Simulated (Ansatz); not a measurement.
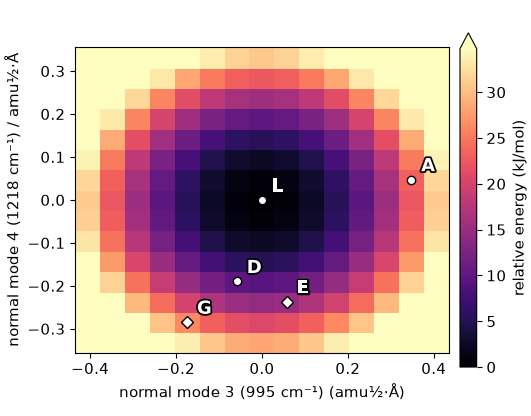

BClH₂, SMILES BCl. 
- Coordinates scanned: (1) normal mode 3 (995 cm⁻¹); (2) normal mode 4 (1218 cm⁻¹).
- Nothing is relaxed (straight displacements along the two mass-weighted modes).
- Grid: 15 × 15 points; 120 points were computed and 105 follow by symmetry.
- Points are written as (first, second).
- Energies are in kJ/mol, from the lowest grid point.
- Computed with RKS PBE0-D4/def2-TZVP (Ansatz).

Drawn: one coloured cell a grid point, one colour for all values above the top of the scale, lettered points.

**Is D the lowest point of the computed grid?**

No. D lies 9.8 kJ/mol above the lowest grid point, which is at (0.000 amu½·Å, 0.000 amu½·Å).

**What kind of point is each of A, D, E, G, L: minimum, saddle, maximum or slope?**

A: on a slope; D: on a slope; E: on a slope; G: on a slope; L: minimum. (In these two coordinates alone; a stationary point may lie a little off the grid point.)
